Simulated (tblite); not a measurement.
# Molecular dynamics of C$_{5}$H$_{6}$ (part 1 of 2)

C$_{5}$H$_{6}$, computed with GFN2-xTB Langevin dynamics, gas phase (tblite 0.8.0).

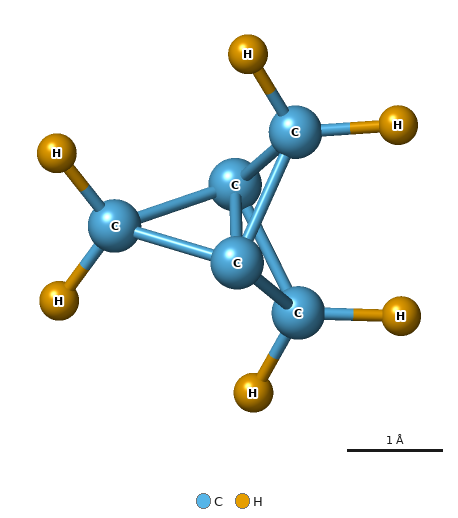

**Figure 1.** The input geometry (ball-and-stick view, seen at a tilt).

**Input file**
```
{"job": {"dt": 1.5, "steps": 8000, "equilibration": 400, "friction": 0.005, "h_mass": 4.0, "temperature": 600, "xc": "GFN2-xTB", "basis": "xTB", "kind": "md"}, "charge": 0, "multiplicity": 1}
C     -0.730226     1.007188    -0.405683
C      0.059171     0.267657     0.647742
C     -0.538081    -1.079621     0.319218
C     -0.055306    -0.265587    -0.857183
C      1.274102     0.075321    -0.227921
H     -0.330800     1.946107    -0.768681
H     -1.809987     1.003557    -0.321866
H      0.029222    -1.961918     0.588916
H     -1.607040    -1.201709     0.443776
H      1.787027     0.961542    -0.580775
H      1.943615    -0.741854     0.010736
```

The first line tells a small driver script what to run in tblite; the rest is the geometry in Å.

Hardware: 1 CPU thread, shared host.

Launch command:
```bash
OMP_NUM_THREADS=1 python <driver script> task.json out
```

**The program's output**
```
t/fs     T/K   E - E0/eV
     0.0    626.4     0.0000
   525.0    760.3     0.8783
  1050.0    586.4     0.7777
  1575.0    611.5     0.6614
  2100.0    747.0     0.7650
  2625.0    328.4     0.9112
  3150.0    746.2     0.8786
  3675.0    606.0     0.7246
  4200.0    552.1     1.0808
  4725.0    627.5     0.4884
  5250.0    483.1     0.6935
  5775.0    640.9     1.0674
  6300.0    765.3     0.6362
  6825.0    745.9     0.3686
  7350.0    397.1     0.7327
  7875.0    404.5     0.7086
  8400.0    454.3     0.8051
  8925.0    467.8     0.5054
  9450.0    794.8     0.5805
  9975.0    475.0     0.8178
 10500.0    739.1     0.5529
 11025.0    686.8     0.8497
 11550.0    684.9     0.4064
 12075.0    442.3     0.8106
 12600.0    591.4     0.8598
```

**Trajectory as extended XYZ (Å, eV, eV/Å), 25 frames, from step=0 to step=8400**
```
11
Properties=species:S:1:pos:R:3:forces:R:3 step=0 time_fs=0.0 energy=-370.64636 temperature=626.4
C    -0.7302    1.0072   -0.4057    0.0000   0.0020   0.0020
C     0.0592    0.2677    0.6477    0.0000  -0.0010  -0.0020
C    -0.5381   -1.0796    0.3192    0.0000  -0.0010   0.0010
C    -0.0553   -0.2656   -0.8572    0.0000  -0.0020   0.0000
C     1.2741    0.0753   -0.2279    0.0000   0.0000   0.0020
H    -0.3308    1.9461   -0.7687    0.0000   0.0010  -0.0010
H    -1.8100    1.0036   -0.3219    0.0000   0.0000  -0.0010
H     0.0292   -1.9619    0.5889   -0.0010   0.0000  -0.0010
H    -1.6070   -1.2017    0.4438    0.0030   0.0010  -0.0010
H     1.7870    0.9615   -0.5808   -0.0010  -0.0010   0.0000
H     1.9436   -0.7419    0.0107    0.0000   0.0000   0.0000
11
Properties=species:S:1:pos:R:3:forces:R:3 step=350 time_fs=525.0 energy=-369.76803 temperature=760.3
C     0.0658    1.1206   -1.8812   -1.2980  -1.6470  -0.0090
C    -0.3656    0.4272   -0.6016    0.4070  -1.9060  -0.6760
C    -0.9784   -0.8497   -1.3711   -1.4090   1.5670   0.0270
C     0.2929   -0.3947   -1.8446    1.2460   0.6350   0.5560
C     0.9794   -0.3255   -0.4909    0.4100   2.0030  -2.0160
H     1.0097    1.6033   -1.8044    0.0950   1.1110  -0.4050
H    -0.7580    1.5074   -2.4840    0.5930   0.0990  -0.0570
H    -1.1850   -1.7359   -0.8229    0.4080  -0.5520   0.3980
H    -1.7543   -0.6457   -2.0791   -0.9030   0.2010  -0.1120
H     1.7785    0.4611   -0.7364   -0.0320  -1.8960   1.8960
H     1.0522   -1.2689    0.0196    0.4830   0.3840   0.3990
11
Properties=species:S:1:pos:R:3:forces:R:3 step=700 time_fs=1050.0 energy=-369.86870 temperature=586.4
C     1.4300   -0.3477   -3.3922   -0.6070  -0.6140   0.6870
C     1.0390    0.6095   -2.3411   -0.0870   1.3090  -0.5500
C    -0.4486    0.2603   -2.1611    2.0790  -1.2290  -2.7860
C     0.6066   -0.8734   -2.1196    0.5740  -0.1280  -0.0890
C     1.6165   -0.1391   -1.1969   -3.1250   1.2810   0.7200
H     2.4662   -0.6310   -3.5953   -0.1760   0.0500   0.8480
H     0.9531   -0.3470   -4.3398   -0.9280   0.1140  -0.5570
H    -0.8416    0.5169   -1.2079   -0.7640   0.2110  -0.0140
H    -1.0021    0.1847   -3.1922    0.4190   0.6400   2.4300
H     2.5500   -0.5063   -1.3156    2.8470  -0.7910  -0.0900
H     1.4075    0.2950   -0.1956   -0.2320  -0.8420  -0.5990
11
Properties=species:S:1:pos:R:3:forces:R:3 step=1050 time_fs=1575.0 energy=-369.98496 temperature=611.5
C     0.5425   -1.5836   -3.6840   -0.0360  -0.5480  -2.3050
C     1.3191   -1.2803   -2.4433   -1.4370  -1.1880   0.6470
C     0.9196    0.1250   -2.4137   -0.6140   1.3790  -2.4040
C    -0.2360   -0.8306   -2.6894    0.2160   0.6960  -0.1180
C    -0.0180   -1.7455   -1.5930    1.8210  -1.7220  -1.8530
H     0.3057   -2.6324   -3.8218   -0.1170  -0.0570  -0.2810
H     0.6984   -1.0608   -4.6504    0.3790  -0.3460   0.6790
H     0.8419    0.5232   -1.4650    0.2460   1.4700   1.5740
H     1.1834    0.8196   -3.3075   -0.2320  -1.0770   1.7530
H    -0.2338   -2.8123   -1.8355   -0.0760   0.7790   0.5800
H    -0.0810   -1.5034   -0.5922   -0.1490   0.6140   1.7280
11
Properties=species:S:1:pos:R:3:forces:R:3 step=1400 time_fs=2100.0 energy=-369.88132 temperature=747.0
C     1.7746   -2.2340   -3.4356   -0.9020  -1.0450  -0.2460
C     0.7964   -3.3678   -2.9967    1.6910  -0.0320  -0.2950
C     1.7793   -3.6817   -1.7528   -0.5520  -0.5760  -2.2250
C     1.4149   -2.3294   -1.9708   -1.7890   2.2370   0.0730
C    -0.1398   -2.5724   -2.1487    2.1550   0.5960  -0.1560
H     1.4636   -1.5034   -4.1645   -0.7070   0.5410   0.5310
H     2.7297   -2.5852   -3.8150    0.2320  -0.1590   0.6420
H     1.3605   -4.3252   -1.0626   -0.5770  -0.8030   1.5610
H     2.7587   -3.8631   -2.0667    1.4160  -0.9210  -0.1590
H    -0.6155   -1.6747   -2.5279   -0.4890  -0.5530   0.0110
H    -0.5734   -3.2361   -1.4153   -0.4780   0.7160   0.2620
11
Properties=species:S:1:pos:R:3:forces:R:3 step=1750 time_fs=2625.0 energy=-369.73517 temperature=328.4
C     2.2290   -3.8168   -4.7042   -1.0730   3.3580  -2.7220
C     1.1178   -3.5927   -3.5841    0.6940  -0.8910  -2.1250
C     1.6694   -4.8155   -2.8617    1.3730   2.0670  -1.3210
C     2.6940   -3.7188   -3.3694   -0.2250  -0.9900   3.4100
C     1.8907   -2.5263   -2.8363    0.0080  -1.9000   0.5130
H     2.3484   -2.8832   -5.3938   -0.0440  -1.4830   1.0580
H     2.3677   -4.7172   -5.2706   -0.3280  -0.2690   0.0060
H     1.5665   -4.9131   -1.8160   -0.2320  -0.3870   0.7460
H     1.7729   -5.6586   -3.5284   -0.4620  -0.5040   0.7190
H     2.2691   -1.5691   -3.1549   -0.7650   0.1100  -0.1920
H     1.4798   -2.6680   -1.8204    1.0540   0.8900  -0.0930
11
Properties=species:S:1:pos:R:3:forces:R:3 step=2100 time_fs=3150.0 energy=-369.76780 temperature=746.2
C     2.6900   -3.8215   -2.7865   -0.3860   2.5670   0.3910
C     1.6386   -3.0167   -2.0167   -1.5770  -0.8340  -1.2450
C     2.4300   -2.4467   -0.8781    0.8590  -1.6130   0.0690
C     3.0269   -2.4021   -2.2320    0.9800   0.3330  -2.6560
C     1.7654   -1.7705   -2.9058    1.3800   0.0890   5.8920
H     2.6053   -3.8432   -3.8944   -0.0400  -0.2230   1.0280
H     3.1678   -4.6308   -2.3316    0.4590  -1.1250   0.5070
H     2.0758   -1.4921   -0.5754   -0.0880   0.3520   0.9480
H     2.9285   -3.0993   -0.1388   -0.5950   0.4210  -0.3560
H     1.6141   -1.8200   -3.9070   -0.4620   0.2650  -2.2260
H     1.5633   -0.9182   -2.1756   -0.5300  -0.2290  -2.3510
11
Properties=species:S:1:pos:R:3:forces:R:3 step=2450 time_fs=3675.0 energy=-369.92176 temperature=606.0
C     3.6382   -4.1394   -3.4078   -1.6320   1.3590   1.5030
C     2.3355   -3.5152   -2.7649    2.5010  -0.7440   0.2330
C     2.9256   -3.3646   -1.4100    0.8280   0.6400   0.8470
C     3.8900   -2.8740   -2.6012   -2.8350  -0.5990   2.0970
C     2.6886   -2.0915   -3.0730   -0.5230   0.6390  -2.8560
H     3.6379   -3.9732   -4.4465    0.3960  -0.3530  -1.1620
H     3.9499   -5.0942   -2.9916    0.0750   0.2990  -0.3110
H     2.3822   -2.6357   -0.7843    0.5310   0.1930  -0.4250
H     3.3390   -4.0599   -0.6970   -0.1050  -1.0130  -0.5350
H     2.7041   -1.8479   -4.1638   -0.1030  -0.0030   0.6250
H     2.1320   -1.3135   -2.5246    0.8660  -0.4180  -0.0160
11
Properties=species:S:1:pos:R:3:forces:R:3 step=2800 time_fs=4200.0 energy=-369.56556 temperature=552.1
C     3.5454   -5.6355   -3.6659    1.4150   2.5670  -0.8890
C     2.6097   -4.6351   -3.0748   -1.7520   1.0490   0.1440
C     3.2371   -4.4456   -1.6677   -2.1440  -1.1800   0.0190
C     4.1002   -4.3691   -2.8244    1.8040  -0.1880  -2.6580
C     3.1544   -3.2992   -3.5597    1.4360  -1.3230   1.0730
H     3.7703   -5.6157   -4.8059   -0.5770   0.1810   1.9620
H     3.8112   -6.5824   -3.2527   -0.4950  -0.3080   0.4280
H     3.0651   -3.4308   -1.3403   -0.3530  -0.4250   1.0910
H     2.9669   -5.3189   -1.0410    1.0650   0.7860  -0.0720
H     3.3316   -3.1594   -4.6189   -0.0790   0.1300   0.1470
H     3.0555   -2.3642   -2.9190   -0.3210  -1.2870  -1.2440
11
Properties=species:S:1:pos:R:3:forces:R:3 step=3150 time_fs=4725.0 energy=-370.15792 temperature=627.5
C     5.4643   -4.6961   -0.9203   -1.1640   0.5980   0.2050
C     4.1679   -4.6658   -1.6919    0.2890   0.0350  -0.4880
C     3.3021   -3.9371   -0.6987    1.0680   1.7850  -2.2470
C     4.6904   -3.3223   -1.0185   -0.1020  -0.8870   0.9200
C     4.5884   -3.4436   -2.5045   -1.0850   0.4170   0.3710
H     6.3442   -4.7556   -1.5562    0.0220  -0.1280   0.4240
H     5.5204   -5.2743    0.0167   -0.0760   0.5820  -0.4740
H     2.4412   -3.3328   -1.0572    0.6040  -0.7110   0.2510
H     3.2833   -4.2537    0.2740   -0.6020  -1.0830   2.0250
H     5.5966   -3.4299   -2.8276    0.4080  -0.1330  -1.4320
H     3.8318   -2.8609   -3.0683    0.6380  -0.4770   0.4460
11
Properties=species:S:1:pos:R:3:forces:R:3 step=3500 time_fs=5250.0 energy=-369.95283 temperature=483.1
C     5.1710   -5.4583   -0.8067   -1.3820  -1.7660  -1.3550
C     4.1272   -6.6542   -1.1011    0.2420   1.6110   0.3340
C     3.0415   -6.0178   -0.2296    4.6930   2.3220   1.9610
C     3.7918   -5.0656   -1.1972   -1.2900  -1.5480  -0.0400
C     3.6173   -6.0631   -2.4080    2.2610   2.0170   1.5090
H     5.9123   -5.3403   -1.5854    0.2490   0.0480   0.2020
H     5.5129   -5.4275    0.2017    0.0920   0.3160   0.3820
H     2.0659   -6.2213   -0.3456   -2.9710  -0.6910  -0.5400
H     3.3230   -5.7081    0.8848   -0.5990  -1.1500  -2.0470
H     4.4159   -5.7794   -3.1281   -0.9560  -0.8510  -0.0340
H     2.6146   -6.2025   -2.7243   -0.3380  -0.3080  -0.3710
11
Properties=species:S:1:pos:R:3:forces:R:3 step=3850 time_fs=5775.0 energy=-369.57895 temperature=640.9
C     5.2803   -6.5635   -1.2014   -0.4520  -0.8090   0.1830
C     3.9108   -7.1693   -0.9901   -0.5380  -1.6350  -0.8490
C     3.6294   -6.9103    0.4930    0.3160  -2.9950   0.3440
C     4.2658   -5.8524   -0.2954   -1.0820   2.8670  -1.4790
C     3.1331   -5.9633   -1.4481    1.7040  -0.0150   1.7470
H     5.3679   -6.2009   -2.2298    0.1510   0.3690   0.4350
H     6.2316   -7.0562   -0.9444   -0.8250   0.2600   0.6680
H     2.5300   -7.1184    0.5406    0.9830   1.1780   0.7720
H     4.2048   -7.4653    1.2913   -0.5050   0.6440  -0.9840
H     3.4752   -5.5939   -2.3699    0.0110   0.6020  -1.1110
H     2.1024   -5.7105   -1.2280    0.2350  -0.4680   0.2730
11
Properties=species:S:1:pos:R:3:forces:R:3 step=4200 time_fs=6300.0 energy=-370.01012 temperature=765.3
C     6.1697   -5.2162   -0.4625    0.2550  -2.0630   1.0520
C     4.8552   -5.8150   -0.9929    0.1860   1.6540  -1.2960
C     4.4184   -6.4345    0.2510   -1.6720   0.3370   1.3480
C     4.9200   -5.0221    0.3773    0.1150   1.8690  -1.0460
C     4.0831   -4.4317   -0.8226    0.2080  -3.8850   1.9080
H     6.6893   -4.3807   -0.9358   -0.3820  -0.4090   0.1270
H     6.8576   -6.0342   -0.0265   -0.7460   1.4390  -0.7950
H     3.3515   -6.4686    0.4210   -0.5480  -0.0530  -0.3420
H     4.7990   -7.2403    0.8350    1.1940  -0.3560  -0.2240
H     4.4836   -3.7403   -1.4711    0.7500   1.6950  -0.7140
H     2.9858   -4.4129   -0.7373    0.6390  -0.2300  -0.0180
```
